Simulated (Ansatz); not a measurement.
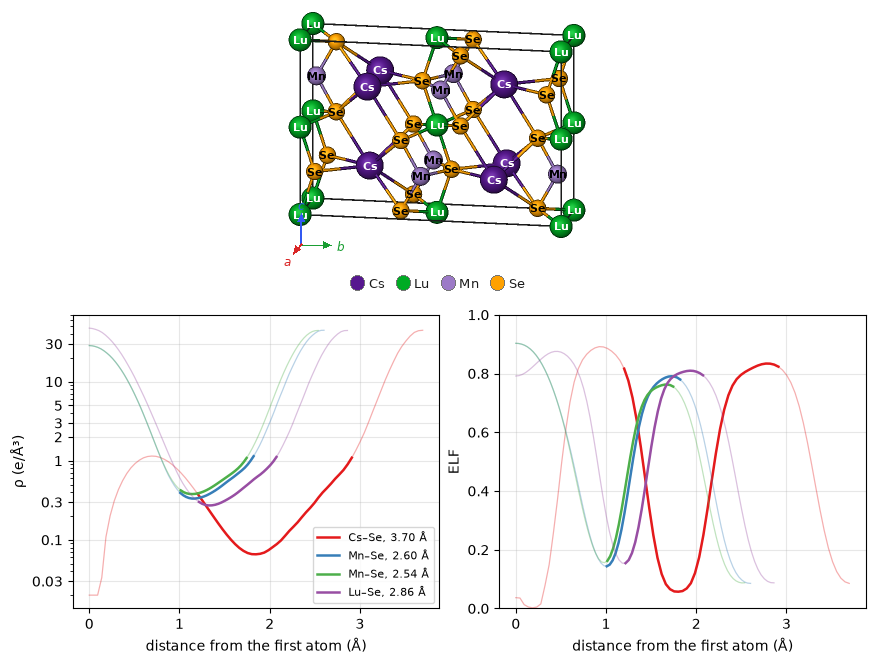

Figure 1: CsLuMnSe₃. Valence charge density (pseudo) and ELF along straight lines between neighbouring atoms. Thin, pale parts lie inside the atomic spheres. The structure is drawn too.

Space group Cmcm; Hubbard U of 3.9 eV on Mn d only; spin-polarised.

Method: DFT PBE+U, scalar-relativistic, plane waves, PAW in Ansatz 0.2.0.

In a PAW calculation such maps are meaningful between the atoms, not at the nuclei.

```xyz
24
Lattice="4.2133 0.0000 0.0000 0.0000 16.2797 0.0000 0.0000 0.0000 11.0326" Properties=species:S:1:pos:R:3 pbc="T T T"
Cs    0.0000   12.0829    2.7581
Cs    2.1066    3.9431    2.7581
Cs    0.0000    4.1967    8.2744
Cs    2.1066   12.3366    8.2744
Lu    0.0000    0.0000    0.0000
Lu    2.1066    8.1398    0.0000
Lu    0.0000    0.0000    5.5163
Lu    2.1066    8.1398    5.5163
Mn    0.0000    7.5189    2.7581
Mn    2.1066   15.6588    2.7581
Mn    0.0000    8.7607    8.2744
Mn    2.1066    0.6209    8.2744
Se    0.0000    6.2807    0.5441
Se    2.1066   14.4205    0.5441
Se    0.0000    9.9990    6.0604
Se    2.1066    1.8591    6.0604
Se    0.0000    9.9990   10.4885
Se    2.1066    1.8591   10.4885
Se    0.0000    6.2807    4.9722
Se    2.1066   14.4205    4.9722
Se    0.0000    0.9066    2.7581
Se    2.1066    9.0464    2.7581
Se    0.0000   15.3730    8.2744
Se    2.1066    7.2332    8.2744
```

Compare the contacts.

Cs–Se (3.70 Å): ρ at the midpoint is about 0.07 e/Å³; the ELF is about 0.05 at the midpoint: a closed-shell, largely ionic contact.
Mn–Se (2.60 Å): ρ is about 0.37 e/Å³ halfway; the ELF is about 0.50 at the midpoint.
Mn–Se (2.54 Å): ρ at the midpoint is about 0.41 e/Å³; the ELF is about 0.50 at the midpoint.
Lu–Se (2.86 Å): the density is about 0.29 e/Å³ at the midpoint; the ELF is about 0.40 at the midpoint.
